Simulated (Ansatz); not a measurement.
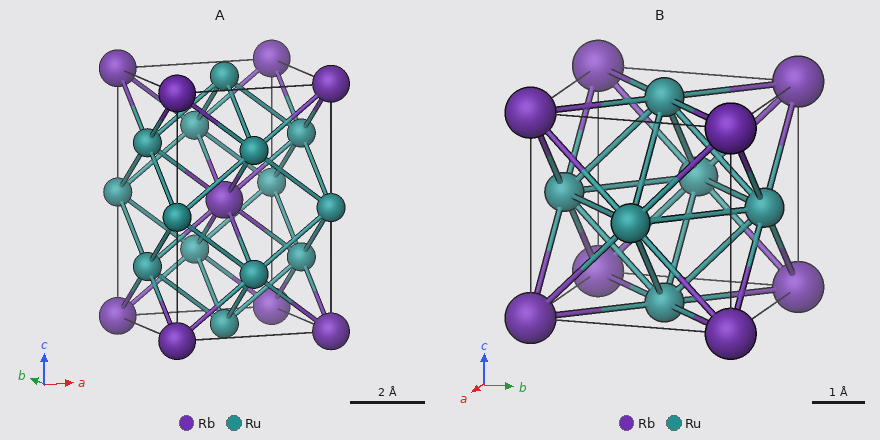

Two structures of RbRu3, each relaxed to rest (conventional cells in solid outline, small ones repeated, not to one scale). Method: Ansatz 0.2.0, DFT PBE, scalar-relativistic, plane waves, PAW, without spin polarisation.

Question: Name structures A and B.

Answer: A: 8 atoms a cell on a body-centred tetragonal lattice, I4/mmm. B: Cu₃Au (L1₂) type, Pm-3m.

Question: What is the energy order of the two?

Answer: A is lower, by 336 meV/atom at this level of theory (energies at zero smearing). Volumes: A 17.0, B 17.6 Å³/atom.

One or both may be structure types tried for this composition rather than known phases.
